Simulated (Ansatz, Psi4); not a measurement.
**Predicting a hybrid from its neighbours: SrO**

SrO has 2 atoms, charge 0, and is taken as a singlet. SMILES: `[O][Sr]`. The coordinates come from a PBE0-D4/def2-TZVP relaxation.

The vertical ionisation energy (to the doublet cation) y, in eV, basis def2-TZVPP with a core potential; a is the functional's share of exact exchange. Programs: Ansatz 0.2.0, Psi4 1.11.

| functional | program | a | y (eV) |
| --- | --- | --- | --- |
| PBE | Psi4 | 0 | 6.96 |
| TPSS | Psi4 | 0 | 6.66 |
| B3LYP | Ansatz | 0.2 | 6.64 |
| PBE0 | Ansatz | 0.25 | ? |
| r2SCAN0 | Ansatz | 0.25 | 6.16 |
| BHLYP | Ansatz | 0.5 | 5.90 |

**Question.** Fit y = c + s·a to the known rows and predict PBE0.

**Answer.** 
1. Means of the 5 rows: a = 0.1900, y = 6.464.
2. Σ(Δa)² = 0.172, Σ(Δa·Δy) = -0.3228, so the slope is -0.3228/0.172 = -1.8767.
3. Intercept: 6.464 − (-1.8767) × 0.1900 = 6.821. The largest residual of the fit is 0.19.
4. PBE0: 6.821 + (-1.8767) × 0.25 = 6.35 eV.

The run gave 6.45 eV, so the prediction is off by -0.10 eV, within the largest residual. The rows mix families of semi-local functionals, which the line can't see. Spin-orbit coupling is left out.

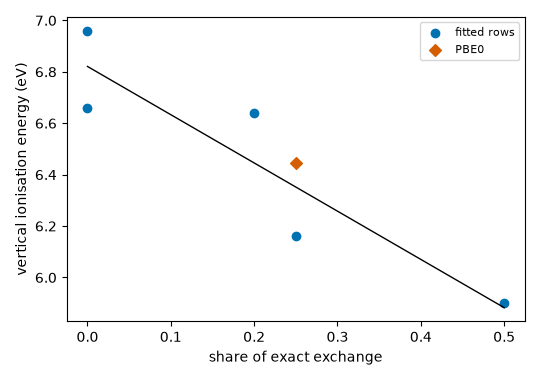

The fitted line, with the withheld row.
